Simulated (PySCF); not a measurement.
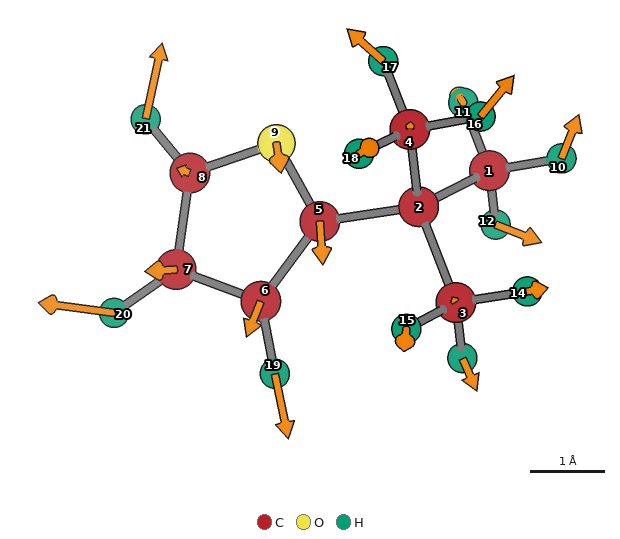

A relaxation of C8H12O. The starting structure is drawn; orange arrows show the displacements, 30 times their true length. The two geometries are superimposed by the best rigid fit.

Style: ball-and-stick. Shown at a tilt.

The start comes from GFN2-xTB.

All numbers below come from PBE0-D3(BJ)/def2-SVP geometry optimisation, gas phase (PySCF 2.14.0, density-fitted response routines). 

Question: Which element moves most?

Answer: Hydrogen: up to 0.043 Å, against 0.022 Å for carbon.

Question: What did the optimiser do to the structure, and how much energy did it gain?

Answer: The largest move after the best rigid fit is that of an H atom, 0.043 Å. By element the largest moves are H 0.043 Å, C 0.022 Å, O 0.017 Å. Some distances before and after: C–H 1.070 → 1.087 Å, C–C 1.418 → 1.432 Å, C–H 1.087 → 1.101 Å, C–O 1.344 → 1.350 Å. Over 4 geometry steps the energy falls by 0.058 eV. Largest force component: 0.6 eV/Å at the start, 0.014 eV/Å at the end. The run took of the order of 90 core-seconds on a shared host.
